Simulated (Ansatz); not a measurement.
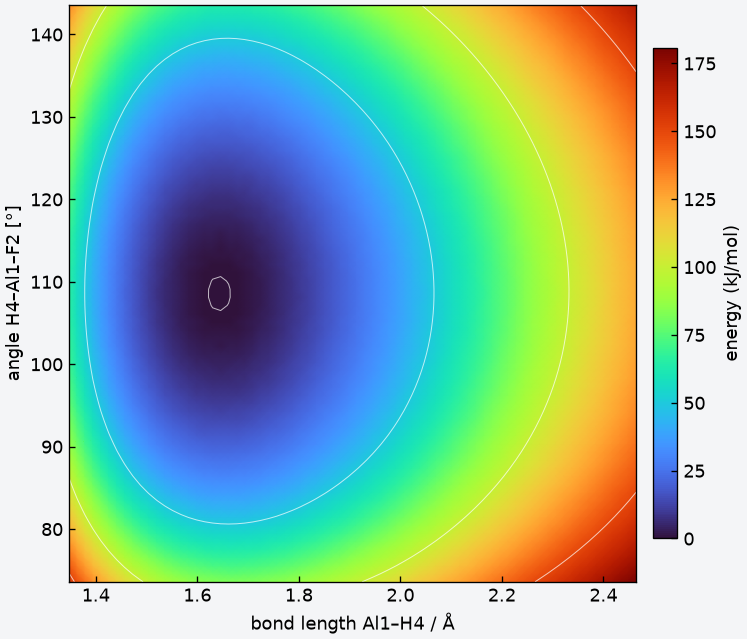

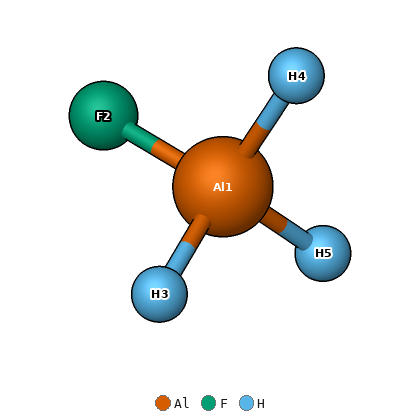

Energy landscape of [AlFH3]-, charge −1. First axis: bond length Al1–H4. Second axis: angle H4–Al1–F2. Nothing is relaxed (all other coordinates rigid). The scan uses a 15 × 15 grid. Points are written as (first, second). Energies: kJ/mol, counted from the lowest grid point. The reference is spin-restricted, which grows unreliable where a bond is stretched far. These are results of RKS PBE0-D4/def2-TZVPD (Ansatz), not measurements.

In the figure: a smooth colour map with a few white contour lines. Between grid points the surface is interpolated. The second picture is the structure at the lowest point.

Question: What does the map say about the system?

Answer: The lowest grid point is at (1.666 Å, 108.6°). No other kind of well shows on this grid. The highest grid point, (2.464 Å, 73.6°), lies 181 kJ/mol above the lowest. Round the minimum the two coordinates are nearly uncoupled.

Grid values (kJ/mol):

```
angle H4–Al1–F2 ↓, bond length Al1–H4 →  1.347  1.427  1.506  1.586  1.666  1.746  1.826  1.905  1.985  2.065  2.145  2.224  2.304  2.384  2.464
                                  143.6    134     98     77     67     64     66     73     81     92    104    116    129    142    155    167
                                  138.6    116     81     60     50     47     50     57     66     77     90    103    116    130    143    156
                                  133.6    101     66     45     35     33     36     44     53     65     78     91    105    119    133    147
                                  128.6     89     53     33     23     21     25     33     43     55     68     82     96    111    125    139
                                  123.6     79     44     23     14     12     16     24     34     46     60     74     89    104    118    132
                                  118.6     72     37     17      7      6     10     18     28     41     54     69     84     99    113    128
                                  113.6     67     32     12      3      1      6     14     24     37     51     66     81     96    111    125
                                  108.6     66     31     11      1      0      4     13     23     36     50     65     80     95    110    124
                                  103.6     68     32     12      3      1      6     14     24     37     51     66     81     96    111    125
                                   98.6     72     37     17      7      6     10     18     28     41     55     69     84     99    114    129
                                   93.6     81     45     25     15     13     17     25     35     48     61     76     90    105    120    134
                                   88.6     93     57     37     26     24     28     35     45     57     71     85     99    113    128    142
                                   83.6    109     73     52     42     39     42     49     59     70     83     97    110    124    138    152
                                   78.6    130     94     72     61     58     61     67     76     87     99    112    125    139    152    165
                                   73.6    156    119     97     86     82     84     90     98    108    119    131    143    156    168    181
```

The input of one point:

```yaml
crystal:
  periodic: [false, false, false]
  atoms:
    - { symbol: Al, position_ang: [-0.000209, 0.000354, -0.0306] }
    - { symbol: F, position_ang: [0.011441, -0.019546, 1.690126] }
    - { symbol: H, position_ang: [1.55341, 0.011506, -0.563654] }
    - { symbol: H, position_ang: [-0.797649, 1.371251, -0.540781] }
    - { symbol: H, position_ang: [-0.778004, -1.344636, -0.563556] }
total_charge: -1
basis:
  gaussian: { orbitals: def2-TZVPD }
hamiltonian:
  xc: pbe0
  dispersion: d4
output:
  forces: true
```

Each point was launched as `ansatz run input.yaml --threads 1 --pin off --max-ram 2560MiB --backend cpu --events-out ev --progress --plain --runs-dir out`. The whole map (225 points run) took 6.3 min on 1 thread of Arm Neoverse V2, with other jobs on the host.
